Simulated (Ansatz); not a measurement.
## From PBE to G0W0: SiO2 (Stishovite)

Aim: the quasiparticle gap of SiO2 (Stishovite), starting from PBE.

Main program and level: Ansatz 0.2.0; PBE, then G0W0 on it, plane waves, PAW.

## (1) The structure

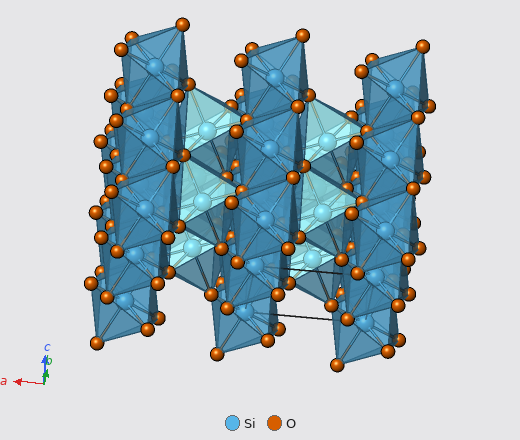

Start, viewed from a free direction; silicon blue, oxygen orange. 2×2×2 cells are drawn. Some periodic images of atoms are drawn too.

The cell and positions come from the Crystallography Open Database and are kept as given unless a step says otherwise.

## (2) The PBE band structure

Levels along a band path and on the mesh show where this functional puts the band edges.

This step: DFT, PBE, plane waves, PAW; PAW set soft_1.

The input, input.yaml:

```yaml
crystal:
  lattice:
    - [4.1773, 0.0, 0.0]
    - [0.0, 4.1773, 0.0]
    - [0.0, 0.0, 2.6652]
  atoms:
    - { symbol: Si, position: [0.0, 0.0, 0.0] }
    - { symbol: Si, position: [0.5, 0.5, 0.5] }
    - { symbol: O, position: [0.3059, 0.3059, 0.0] }
    - { symbol: O, position: [0.1941, 0.8059, 0.5] }
    - { symbol: O, position: [0.6941, 0.6941, 0.0] }
    - { symbol: O, position: [0.8059, 0.1941, 0.5] }
kpoints:
  mp_grid: { grid: [6, 6, 8] }
  band_path:
    path:
      - [[0.0, 0.0, 0.0], [0.0, 0.5, 0.0], [0.5, 0.5, 0.0], [0.0, 0.0, 0.0], [0.0, 0.0, 0.5], [0.0, 0.5, 0.5], [0.5, 0.5, 0.5], [0.0, 0.0, 0.5]]
      - [[0.0, 0.5, 0.0], [0.0, 0.5, 0.5]]
      - [[0.5, 0.5, 0.0], [0.5, 0.5, 0.5]]
    npoints: 10
hamiltonian:
  xc: pbe
  pseudopotentials: { kind: paw, azcp: { folder: soft_1 } }
scf:
  occupations: { method: fermi_dirac, width: 0.02 }
  n_extra_bands: 6
output:
  eigenvalues: true
  write_density: true
  write_potential: true
  elf: true
  volumetric_format: npy
```

Launch:

```sh
$ ansatz run input.yaml --threads 4 --pin off --max-ram 138240MiB --backend cuda --events-out ev --progress --plain --runs-dir out --devices 1 --max-vram 26GiB
```

Numbers of over 12 decimals in the logs are rounded to 6 here.

The program printed:

```text
scf.n_extra_bands = 6 over 16 filled bands (N_el = 32.0): the run solves 22 bands
GPUs: using 1 of 1 available (devices: 1).
Engine: ansatz 0.2.0, x86_64-unknown-linux-gnu
Pseudopotentials: kind: paw
Pseudopotential: Si, paw, valence charge 4, recommended cutoff 420 eV (normal), soft_1/Si.paw.azcp
Pseudopotential: O, paw, valence charge 6, recommended cutoff 420 eV (normal), soft_1/O.paw.azcp
Functional definition: PBE
  parameter kappa = 0.804
  parameter beta = 0.066725
  exchange = pbe_x(kappa = kappa, mu = beta*pi^2/3)
  correlation = pbe_c(beta = beta)
device memory: the entry about to start is reckoned to put 1.5 GiB on a device that reports 59.9 GiB free (of which the cap on the GPU budget leaves the run 26.0 GiB)
GPU FFT provider: cuFFT
GPU libraries: cuBLAS 13.8.2, cuFFT 12.4.0, cuSOLVER 12.3.4
Crystal: 6 atoms, lattice volume = 46.507 Å³
Basis set: ecut = 420 eV, 913 PW (Γ)
Bands: 22, of which v1, the nominal top of the filled ones, is band 16 counted from 1 (15 counted from 0)
Symmetry: 16 space group operations
Space group: P42/mnm (ITA 136), of the structure as read, at distance tolerance 3.6e-5 Å
k-points: 50 of 288
Non-local potential: Si, projectors of the file, l = 0: 2, l = 1: 2, l = 2: 1
Non-local potential: O, projectors of the file, l = 0: 2, l = 1: 2, l = 2: 1
PAW form: soft (Blöchl's): semilocal exchange-correlation on the pseudo side does not see the compensation charge
PAW one-centre angular grid: Si, 110 points (default); XC on 64 Gauss nodes
PAW one-centre angular grid: O, 110 points (default); XC on 64 Gauss nodes
Initial density: superposition of atomic densities (chi_scale 0.1, normalization cell, long waves kept (reshape's long-wave potential 0.00 eV rms))
Initial wavefunctions: pseudopotential atomic-orbital guess
GPU buffer pool allocated for 16200 grid points (all kernels)
GPU transforms: local potential and band sums: pruned to the plane-wave sphere, on 27×27×18
Functional: x = pbe(κ = 0.804, μ = 0.219515), c = pbe(β = 0.066725)
SCF iter   1: F=—  HF=-3549.222910 eV  |F-HF|=—  |Δ(HF+E_count)|=         —  Δρ=1.50e-1  dr2=8.34e0  ethr=3.10e-3  ⟨swp⟩=6.3  Hψ=6000  notcnv=0
preconditioner: auto → none  [insulator: Δε(μ)=6.759 eV  Ē_g=19.700 eV  σ=0.020 eV  W_gap=1.00  n_scr=10 (ndim 8)  ℏωp=30.8 eV  f_vac=0.000  D(μ)=0.00/eV (n_scr^D=0)  ε∞_Penn≈3.4]
SCF iter   2: F=—  HF=-3547.097742 eV  |F-HF|=—  |Δ(HF+E_count)|=    2.13e0  Δρ=6.51e-2  dr2=7.16e-1  ethr=3.10e-3  ⟨swp⟩=3.5  Hψ=2923  notcnv=0  defer=100
SCF iter   3: F=—  HF=-3546.955102 eV  |F-HF|=—  |Δ(HF+E_count)|=   1.43e-1  Δρ=2.38e-2  dr2=9.27e-2  ethr=2.24e-3  ⟨swp⟩=2.9  Hψ=2342  notcnv=0  defer=100
SCF iter   4: F=—  HF=-3546.986428 eV  |F-HF|=—  |Δ(HF+E_count)|=   3.13e-2  Δρ=1.60e-3  dr2=6.31e-4  ethr=2.90e-4  ⟨swp⟩=2.0  Hψ=1222  notcnv=0  defer=100
SCF iter   5: F=—  HF=-3546.986841 eV  |F-HF|=—  |Δ(HF+E_count)|=   4.13e-4  Δρ=2.27e-4  dr2=6.55e-6  ethr=1.97e-6  ⟨swp⟩=2.0  Hψ=1781  notcnv=0  defer=100
SCF iter   6: F=—  HF=-3546.986919 eV  |F-HF|=—  |Δ(HF+E_count)|=   7.80e-5  Δρ=3.83e-5  dr2=3.68e-7  ethr=2.05e-8  ⟨swp⟩=2.0  Hψ=1900  notcnv=0  defer=100
SCF iter   7: F=-3546.986919 eV  HF=-3546.986919 eV  |F-HF|=1.31e-9  |Δ(HF+E_count)|=   1.04e-7  Δρ=3.61e-6  dr2=3.74e-9  ethr=3.13e-10  ⟨swp⟩=9.4  Hψ=4502  notcnv=0
SCF 1 converged in 7 iterations: F = -3546.986919 eV  dr2 = 3.74e-9
  greatest PAW one-centre occupation: 0.860 electrons in one spin orbital (limit 2), on the O atom at site 4 (counted from 0), in its partial waves of l = 0
device memory: the entry about to start is reckoned to put 1.6 GiB on a device that reports 59.9 GiB free (of which the cap on the GPU budget leaves the run 26.0 GiB)
NSCF: frozen V_eff on 93 k-points, pencils in batches of 32, up to order 100
SCF converged after 7 iterations
Free energy (F): -3546.986919 eV
Harris-Foulkes:  -3546.986919 eV  (|F-HF|=1.31e-9)
Internal energy: -3546.986919 eV  (E = F + TS)
E sigma→0 (E₀):  -3546.986919 eV
Fermi energy:    13.390355 eV
--- Per-component energies (eV) ---
  E_band       = 65.685870
  E_kinetic    = 789.024064
  E_local      = -1202.840472  (includes V_loc(G=0)·N_el)
  E_nonlocal   = 250.257956
  E_hartree    = 441.214403
  E_xc         = -405.768786
  E_vxc        = -470.521004  (∫ρ·V_xc dr)
  E_paw        = -1678.686706  (= ΣΔE_a)
  E_vpaw       = -182.665151  (= ΣTr[D̂ρ^β])
  E_aug_tail   = 0.003176  (compensation charges beyond the density's cutoff)
  E_ewald      = -1740.190554
  E_smearing   = -0.000000  (= −TS)
  E_closure    = -0.000000  (closes the sum)
  Σ components = -3546.986919   (vs F -3546.986919, Δ=0.00e0)
--- Band table (eV; the first three rows and the last of 50) ---
  k-point 0: bands = [... 12 lower, 8.0621, 9.6840, 9.6840, 10.5686, 16.2121, 17.3227, 19.1131, 19.1131, ... 2 higher]
  k-point 1: bands = [... 12 lower, 7.3443, 9.5322, 9.5322, 10.3791, 16.9386, 18.4137, 20.0014, 20.0014, ... 2 higher]
  k-point 2: bands = [... 12 lower, 6.1679, 9.0535, 9.0535, 9.7769, 18.0954, 20.4709, 20.8073, 21.8747, ... 2 higher]
  k-point 49: bands = [... 12 lower, 8.8068, 8.8068, 9.0085, 9.0085, 17.7921, 17.7921, 21.6238, 21.6238, ... 2 higher]
```

The job ended after 9.2 s (1 × NVIDIA H100 80GB HBM3 (shared by 3 runs) with 4 threads of AMD EPYC 7R13 (Zen 3), shared host; peak memory 0.88 GiB).

In the SCF lines HF is the Harris–Foulkes energy and dr2 the Hartree energy of the density residual, in eV; the loop may stop once dr2 is under the threshold and the program's other checks hold. Hψ counts applications of the Hamiltonian.

Numbers from this step:

```yaml
filled_bands: 16
gap: 5.643 eV
valence_top_at: Γ
conduction_bottom_at: Γ
least_direct_gap: 5.643 eV
```

Over mesh and path the gap is 5.643 eV, direct, at k = Γ.

The electronic bands at the labelled points (eV, zero at the top of the highest nominally filled band):

```
    point  band 13  band 14  band 15  band 16  band 17  band 18  band 19  band 20
        Γ    -2.51    -0.88    -0.88     0.00     5.64     6.75     8.54     8.54
        X    -2.68    -2.68    -1.07    -1.07     7.78     7.78     9.13     9.13
        M    -2.68    -2.68    -2.28    -2.28     7.47     7.47    10.11    10.11
        Γ    -2.51    -0.88    -0.88     0.00     5.64     6.75     8.54     8.54
        Z    -3.08    -3.08    -2.68    -2.68     9.14     9.14    12.67    12.67
        R    -2.28    -2.28    -1.76    -1.76     8.83     8.83     9.90     9.90
        A    -1.76    -1.76    -1.56    -1.56     7.22     7.22    11.06    11.06
        Z    -3.08    -3.08    -2.68    -2.68     9.14     9.14    12.67    12.67
jump to X    -2.68    -2.68    -1.07    -1.07     7.78     7.78     9.13     9.13
        R    -2.28    -2.28    -1.76    -1.76     8.83     8.83     9.90     9.90
jump to M    -2.68    -2.68    -2.28    -2.28     7.47     7.47    10.11    10.11
        A    -1.76    -1.76    -1.56    -1.56     7.22     7.22    11.06    11.06
```

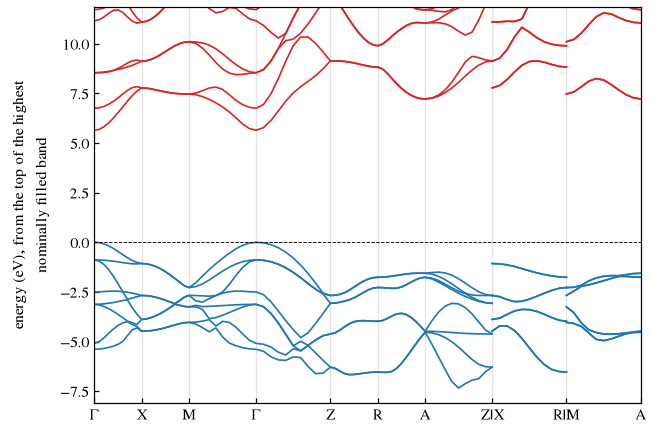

Electronic bands along the path; lines of filled and empty bands in two colours.

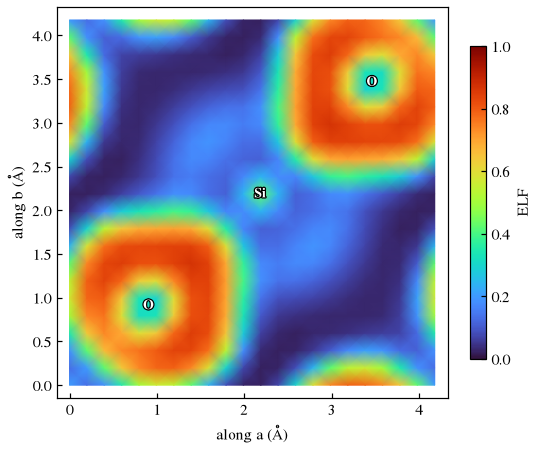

ELF in the ab plane at fractional z = 0.000, with atoms of Si and O within 0.2 Å of it. It is the smooth field of the valence electrons, not physical close to the nuclei. The map starts off the cell's origin, so that atoms lie inside it.

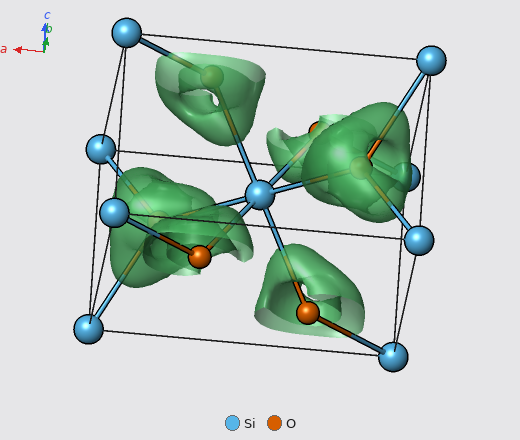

Surface of ELF = 0.79.

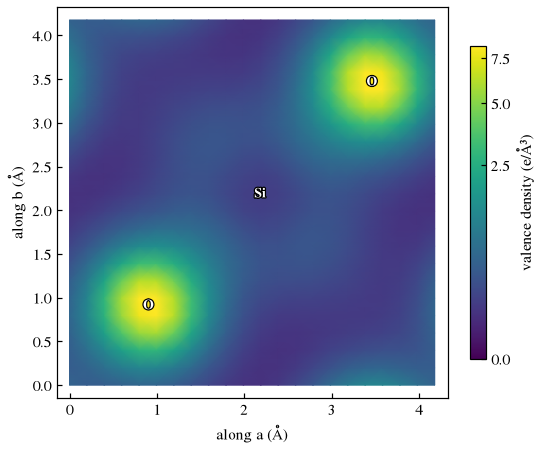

Valence density in the ab plane at fractional z = 0.000, with atoms of Si and O within 0.2 Å of it. It is the smooth field of the valence electrons, not physical close to the nuclei. The map starts off the cell's origin, so that atoms lie inside it. The colour scale is stretched toward low values.

(Continued in part 2 of 2.)

[Paths, hosts, dates, memory and timing lines, banners, echoed tables and standing remarks are left out of the program output.]

[Logs are printed without paths, hosts, clocks, repeated set-up lines and the standing remarks that a program may print on its own settings, such as how far it seeks lower states.]

[Runs of the session that timed out or met a known fault of the program may be left out.]

[Cells called generated may have been cut or substituted from an entry of the Crystallography Open Database or the Materials Project.]

[Hosts, paths, dates, database ids (printed as entryN), source tags and the programs' standing remarks are cut or masked in the printed files.]

[Where an RPA ε∞ is given, it is that of the G0W0 mesh and is not shown converged in it. Names of k-points follow the symmetry that the program found, which can be lower than the space group named. Band edges on a path are those of the sampled points; other points can move an edge, and change direct to indirect where valleys lie close.]

[Hybrid gaps are those of their k-mesh and are not shown converged in it.]
